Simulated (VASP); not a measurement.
# Ni: surface energy and work function by face, part 4 of 6

Aim: compare the low-index faces of Ni at one level of theory.

VASP 6.6.1, plane waves and PAW; the level of theory is named at each step.

Still holding for the runs below: The magnetic state follows from one typed start and may not be the lowest.

So far. Step 4 (Relaxing the slab, 7 atoms, face Ni(111)): The run ended after 8 ionic steps, 0.004 eV below its first step, once the forces on the free atoms met EDIFFG = -0.03. Step 5 (Vacuum level and density of states, 7 atoms, face …): The vacuum level lies 5.20 eV above the Fermi level at the upper face; both faces agree, as the slab has next to no dipole.

### Step 6. Relaxing the slab, 7 atoms, face Ni(100)

Level of this step: PBEsol, spin-polarised from a ferromagnetic start; plane waves and PAW (Ni) (VASP).

INCAR reads:

```
SYSTEM = Ni
PREC = Normal
ENCUT = 320
EDIFF = 1E-05
NELM = 120
ISMEAR = 1
SIGMA = 0.15
LREAL = .FALSE.
ALGO = Fast
GGA = PS
NBANDS = 51
ISPIN = 2
MAGMOM = 1 1 1 1 1 1 1
LASPH = .TRUE.
LMAXMIX = 4
LORBIT = 11
LWAVE = .FALSE.
LCHARG = .FALSE.
KPAR = 4
IBRION = 2
NSW = 40
ISIF = 2
EDIFFG = -0.03
POTIM = 0.4
MAXMIX = 40
```

POSCAR reads:

```
Ni
1.0
    2.4470699736      0.0000000000      0.0000000000
    0.0000000000      2.4470699736      0.0000000000
    0.0000000000      0.0000000000     25.3820386344
Ni
7
Direct
    0.0000000000      0.0000000000      0.2954845400
    0.5000000000      0.5000000000      0.3636563600
    0.0000000000      0.0000000000      0.4318281800
    0.5000000000      0.5000000000      0.5000000000
    0.0000000000      0.0000000000      0.5681718200
    0.5000000000      0.5000000000      0.6363436400
    0.0000000000      0.0000000000      0.7045154600
```

KPOINTS reads:

```
Automatic mesh
0
Gamma
12 12 1
0 0 0
```

PAW data sets: Ni (PBE family, release 64).

The run is started by

```console
mpirun -np 4 vasp_std
```

The log of the run:

```text
[... set-up lines as in an earlier step ...]
 entering main loop
       N       E                     dE             d eps       ncg     rms          rms(c)
DAV:   1     0.433426625403E+03    0.43343E+03   -0.23673E+04  5776   0.118E+03
DAV:   2    -0.119068288191E+02   -0.44533E+03   -0.42014E+03  5723   0.293E+02
DAV:   3    -0.482887935848E+02   -0.36382E+02   -0.34209E+02  6154   0.113E+02
DAV:   4    -0.489174521231E+02   -0.62866E+00   -0.62728E+00  6278   0.170E+01
DAV:   5    -0.489341822832E+02   -0.16730E-01   -0.16730E-01  8672   0.175E+00    0.280E+01
RMM:   6    -0.514007394261E+02   -0.24666E+01   -0.66295E+01  5716   0.641E+01    0.359E+01
RMM:   7    -0.594883468377E+02   -0.80876E+01   -0.16945E+01  5733   0.274E+01    0.452E+01
RMM:   8    -0.487295321619E+02    0.10759E+02   -0.71160E+00  5739   0.205E+01    0.373E+01
RMM:   9    -0.413459387733E+02    0.73836E+01   -0.45981E+00  5762   0.160E+01    0.161E+01
RMM:  10    -0.452806130740E+02   -0.39347E+01   -0.57057E+00  5781   0.163E+01    0.347E+01
RMM:  11    -0.435624743004E+02    0.17181E+01   -0.41076E+00  5753   0.150E+01    0.283E+01
RMM:  12    -0.398116891767E+02    0.37508E+01   -0.75142E-01  5750   0.655E+00    0.503E+00
RMM:  13    -0.400795323647E+02   -0.26784E+00   -0.89227E-02  5781   0.161E+00    0.367E+00
RMM:  14    -0.402412519125E+02   -0.16172E+00   -0.12398E-01  5754   0.206E+00    0.279E+00
RMM:  15    -0.405089615299E+02   -0.26771E+00   -0.12946E-01  5811   0.168E+00    0.300E+00
RMM:  16    -0.406352777125E+02   -0.12632E+00   -0.55976E-02  5819   0.989E-01    0.243E+00
RMM:  17    -0.407162866399E+02   -0.81009E-01   -0.23049E-02  5837   0.550E-01    0.221E+00
RMM:  18    -0.407171392935E+02   -0.85265E-03   -0.16023E-03  5938   0.210E-01    0.219E+00
RMM:  19    -0.407022286918E+02    0.14911E-01   -0.19349E-03  5805   0.176E-01    0.239E+00
RMM:  20    -0.408100768636E+02   -0.10785E+00   -0.51903E-02  6886   0.783E-01    0.151E+00
RMM:  21    -0.408813434126E+02   -0.71267E-01   -0.19411E-02  6247   0.421E-01    0.147E+00
RMM:  22    -0.408708011589E+02    0.10542E-01   -0.43999E-03  5834   0.401E-01    0.226E+00
RMM:  23    -0.409265341644E+02   -0.55733E-01   -0.16534E-02  6578   0.501E-01    0.188E+00
RMM:  24    -0.409682941074E+02   -0.41760E-01   -0.11745E-02  6359   0.406E-01    0.103E+00
RMM:  25    -0.409845892615E+02   -0.16295E-01   -0.46595E-03  5933   0.256E-01    0.556E-01
RMM:  26    -0.409892445075E+02   -0.46552E-02   -0.65293E-04  5744   0.120E-01    0.377E-01
RMM:  27    -0.409988351279E+02   -0.95906E-02   -0.59366E-04  5745   0.128E-01    0.173E-01
RMM:  28    -0.410078345396E+02   -0.89994E-02   -0.22135E-04  5584   0.701E-02    0.633E-02
RMM:  29    -0.410123638709E+02   -0.45293E-02   -0.51095E-05  4551   0.374E-02    0.344E-02
RMM:  30    -0.410165775275E+02   -0.42137E-02   -0.62605E-05  4329   0.310E-02    0.702E-02
RMM:  31    -0.410210509521E+02   -0.44734E-02   -0.74339E-05  4333   0.385E-02    0.530E-02
RMM:  32    -0.410235056754E+02   -0.24547E-02   -0.69321E-05  4154   0.294E-02    0.622E-02
RMM:  33    -0.410242361536E+02   -0.73048E-03   -0.15427E-05  3700   0.193E-02    0.219E-02
RMM:  34    -0.410247675920E+02   -0.53144E-03   -0.12825E-05  3641   0.164E-02    0.181E-02
RMM:  35    -0.410250939604E+02   -0.32637E-03   -0.29096E-06  3437   0.843E-03    0.813E-03
RMM:  36    -0.410253621287E+02   -0.26817E-03   -0.18997E-06  3237   0.631E-03    0.661E-03
RMM:  37    -0.410254598070E+02   -0.97678E-04   -0.71894E-07  3188   0.492E-03    0.652E-03
RMM:  38    -0.410255347352E+02   -0.74928E-04   -0.96902E-07  3276   0.592E-03    0.459E-03
RMM:  39    -0.410255551332E+02   -0.20398E-04   -0.35454E-07  2571   0.432E-03    0.281E-03
RMM:  40    -0.410255562892E+02   -0.11560E-05   -0.48206E-08  1408   0.229E-03
   1 F= -.41025556E+02 E0= -.41026105E+02  d E =-.410256E+02  mag=     4.6094
 curvature:   0.00 expect dE= 0.000E+00 dE for cont linesearch  0.000E+00
 trial: gam= 0.00000 g(F)=  0.219E-01 g(S)=  0.000E+00 ort = 0.000E+00 (trialstep = 0.100E+01)
 search vector abs. value=  0.219E-01
 bond charge predicted
       N       E                     dE             d eps       ncg     rms          rms(c)
DAV:   1    -0.410370425423E+02   -0.11487E-01   -0.37344E+00  5982   0.778E+00    0.483E-01
RMM:   2    -0.410406169498E+02   -0.35744E-02   -0.36150E-02  5716   0.155E+00    0.687E-01
RMM:   3    -0.410422353469E+02   -0.16184E-02   -0.57501E-03  5753   0.455E-01    0.815E-01
RMM:   4    -0.410415612355E+02    0.67411E-03   -0.11749E-03  5760   0.233E-01    0.289E-01
RMM:   5    -0.410417336079E+02   -0.17237E-03   -0.33717E-04  5752   0.119E-01    0.116E-01
RMM:   6    -0.410417872933E+02   -0.53685E-04   -0.81634E-05  5450   0.558E-02    0.811E-02
RMM:   7    -0.410418156743E+02   -0.28381E-04   -0.26748E-05  3977   0.305E-02    0.746E-02
RMM:   8    -0.410418145286E+02    0.11457E-05   -0.10353E-05  3443   0.206E-02
   2 F= -.41041815E+02 E0= -.41042253E+02  d E =-.162582E-01  mag=     4.6066
[...]
3 F= -.41046396E+02 E0= -.41046698E+02  d E =-.208394E-01  mag=     4.6027
[...]
4 F= -.41046438E+02 E0= -.41046724E+02  d E =-.208816E-01  mag=     4.6025
[...]
5 F= -.41046431E+02 E0= -.41046724E+02  d E =-.208746E-01  mag=     4.6026
[...]
6 F= -.41047653E+02 E0= -.41047995E+02  d E =-.122227E-02  mag=     4.5983
 trial-energy change:   -0.001222  1 .order   -0.001223   -0.001647   -0.000799
 step:   2.2630(harm=  2.2630)  dis= 0.01000  next Energy=   -41.048030 (dE=-0.160E-02)
 bond charge predicted
       N       E                     dE             d eps       ncg     rms          rms(c)
DAV:   1    -0.410477538745E+02   -0.10821E-03   -0.29539E-01  5856   0.220E+00    0.167E-01
RMM:   2    -0.410480025870E+02   -0.24871E-03   -0.26038E-03  5711   0.423E-01    0.157E-02
RMM:   3    -0.410480472659E+02   -0.44679E-04   -0.38112E-04  5701   0.117E-01    0.950E-03
RMM:   4    -0.410480509695E+02   -0.37035E-05   -0.51430E-05  4870   0.458E-02
   7 F= -.41048051E+02 E0= -.41048433E+02  d E =-.162010E-02  mag=     4.5943
 curvature:  -1.17 expect dE=-0.630E-04 dE for cont linesearch -0.115E-04
 trial: gam= 0.00000 g(F)=  0.538E-04 g(S)=  0.000E+00 ort =-0.120E-03 (trialstep = 0.139E+01)
 search vector abs. value=  0.538E-04
 reached required accuracy - stopping structural energy minimisation
```

Run time: 3.5 min. Hardware: 4 MPI ranks of Intel Xeon Platinum 8259CL at 2.50GHz (Skylake/Cascade Lake), shared host; peak memory 1 GiB.

OUTCAR, selected parts (step 6):

```text
   k-points           NKPTS =     28   k-points in BZ     NKDIM =     28   number of bands    NBANDS=     51

   ENCUT  =  320.0 eV  23.52 Ry    4.85 a.u.   3.57  3.57 37.02*2*pi/ulx,y,z

   NELECT =      70.0000    total number of electrons

 E-fermi :   2.1451

 spin component 1
 k-point     1 :       0.0000    0.0000    0.0000
  band No.  band energies     occupation
    ...
     37       1.5647      1.00000
     38       1.6063      1.00000
     39       1.6608      1.00002
     40       1.6608      1.00002
     41       1.7580      1.00080
     42       3.2273     -0.00000
     43       4.1568     -0.00000
     44       7.1077      0.00000
     45       7.4839      0.00000
     46       8.4686      0.00000
    ...

 k-point     2 :       0.0833    0.0000    0.0000
  band No.  band energies     occupation
    ...
     36       1.3635      1.00000
     37       1.5162      1.00000
     38       1.5213      1.00000
     39       1.6047      1.00000
     40       1.6690      1.00003
     41       2.3010     -0.02872
     42       3.6629     -0.00000
     43       4.6549     -0.00000
     44       7.2845      0.00000
     45       7.6719      0.00000
    ...

  Total       -1.8393082     -1.8393082     -0.3339976      0.0000000     -0.0000000      0.0000000
  in kB      -19.3885713    -19.3885713     -3.5207460      0.0000000     -0.0000000      0.0000000
  external PRESSURE =     -14.0992962 kB  Pullay stress =       0.0000000 kB

 POSITION                                       TOTAL-FORCE (eV/Angst)
 -----------------------------------------------------------------------------------
      0.00000      0.00000      7.53191        -0.000000     -0.000000      0.012200
      1.22353      1.22353      9.20471        -0.000000      0.000000      0.006254
      0.00000      0.00000     10.95041         0.000000     -0.000000      0.022565
      1.22353      1.22353     12.69102        -0.000000      0.000000     -0.000000
      0.00000      0.00000     14.43163         0.000000     -0.000000     -0.022565
      1.22353      1.22353     16.17733        -0.000000      0.000000     -0.006254
      2.44707      0.00000     17.85013         0.000000     -0.000000     -0.012200
 -----------------------------------------------------------------------------------
    total drift:                                0.000000      0.000000      0.000000

  FREE ENERGIE OF THE ION-ELECTRON SYSTEM (eV)
  ---------------------------------------------------
  free  energy   TOTEN  =       -41.0480509695 eV

  energy  without entropy=      -41.0491963655  energy(sigma->0) =      -41.04843277

 magnetization (x)
# of ion       s       p       d       tot
------------------------------------------
    1       -0.003  -0.018   0.747   0.727
    2       -0.008  -0.024   0.683   0.651
    3       -0.007  -0.024   0.677   0.645
    4       -0.006  -0.024   0.640   0.609
    5       -0.007  -0.024   0.677   0.645
    6       -0.008  -0.024   0.683   0.651
    7       -0.003  -0.018   0.747   0.727
--------------------------------------------------
tot         -0.041  -0.157   4.853   4.655

[... 1 part as in an earlier step ...]

[... 20 further parts left out ...]
```

The run keeps the 16 symmetry operations of its start, so it cannot find a distortion of lower symmetry.

Relaxation path:

```
step  energy less that of the first step (eV)  largest force (eV/Å)
   1                                   0.0000                0.3910
   2                                  -0.0163                0.1997
   3                                  -0.0208                0.1117
   4                                  -0.0209                0.1161
   5                                  -0.0209                0.1143
   6                                  -0.0221                0.0490
   7                                  -0.0225                0.0226
```

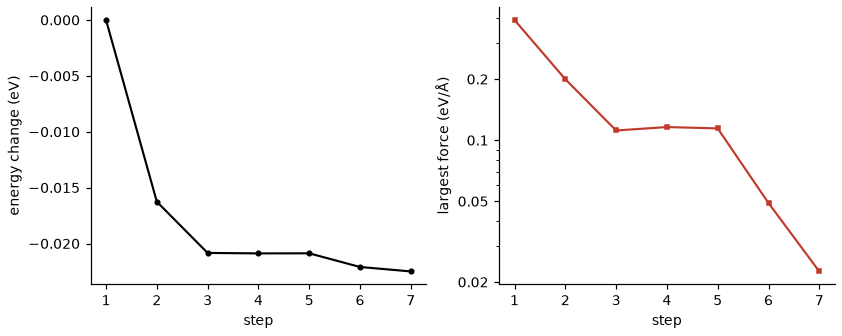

Energy and largest force along the relaxation.

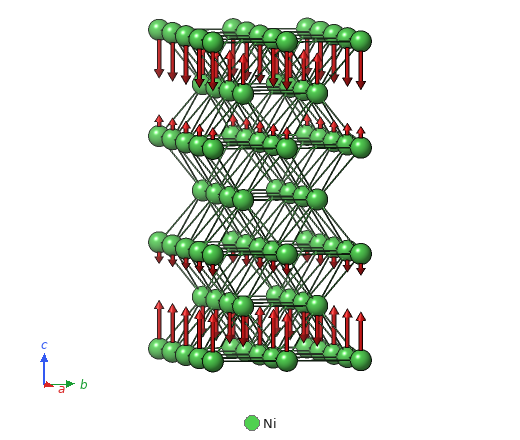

Displacements in the relaxation, exaggerated; the longest in the cell stands for 0.03 Å. 4×2×1 cells are drawn. Some periodic images of atoms are drawn too.

The atoms that moved most (Å):

```
atom     dx     dy      dz  length
 Ni7  0.000  0.000  -0.032   0.032
 Ni1  0.000  0.000   0.032   0.032
 Ni6  0.000  0.000   0.026   0.026
 Ni2  0.000  0.000  -0.026   0.026
 Ni3  0.000  0.000  -0.010   0.010
 Ni5  0.000  0.000   0.010   0.010
```

Final coordinates:

```
Ni
1.0
     2.44707    0.00000    0.00000
     0.00000    2.44707    0.00000
     0.00000    0.00000   25.38204
Ni
7
Direct
  0.00000 0.00000 0.29674
  0.50000 0.50000 0.36265
  0.00000 0.00000 0.43142
  0.50000 0.50000 0.50000
  0.00000 0.00000 0.56858
  0.50000 0.50000 0.63735
  0.00000 0.00000 0.70326
```

Numbers from this step:

```
electronic cycles                                 : 73
free energy (TOTEN)                               : -41.05 eV
energy at zero smearing                           : -41.05 eV
Fermi energy                                      : 2.145 eV
moment of the cell, from the last line of the log : 4.59 μB
```

Spin moment in the PAW sphere by atom:

```
atom  spin moment in the PAW sphere (μB)
 Ni1                               0.727
 Ni2                               0.651
 Ni3                               0.645
 Ni4                               0.609
 Ni5                               0.645
 Ni6                               0.651
 Ni7                               0.727
```

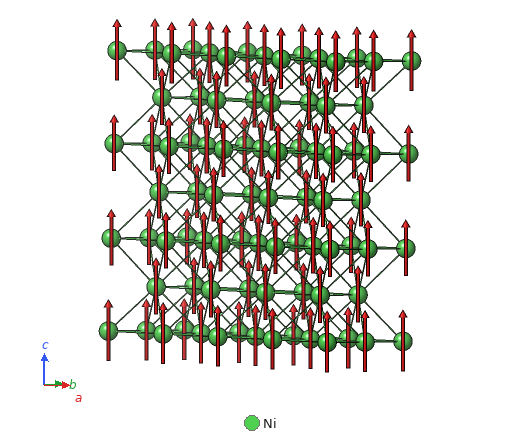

Spin moment in the PAW sphere as arrows, the longest 0.727 μB. Up and down stand for the sign. Arrows give size and sign along the axis of quantisation, drawn up and down the page. 4×2×1 cells are drawn. Some periodic images of atoms are drawn too.

The run ended after 7 ionic steps, 0.022 eV below its first step, once the forces on the free atoms met EDIFFG = -0.03.

(Continued in part 5 of 6.)

[Lines on the potential files, build, host, timing and source positions are cut from VASP's logs without a mark.]

[Logs are printed without paths, hosts, clocks, repeated set-up lines and the standing remarks that a program may print on its own settings, such as how far it seeks lower states.]

[Hosts, paths, dates, database ids (printed as entryN), source tags and the programs' standing remarks are cut or masked in the printed files.]

[Runs that stopped without an error message from VASP are left out.]
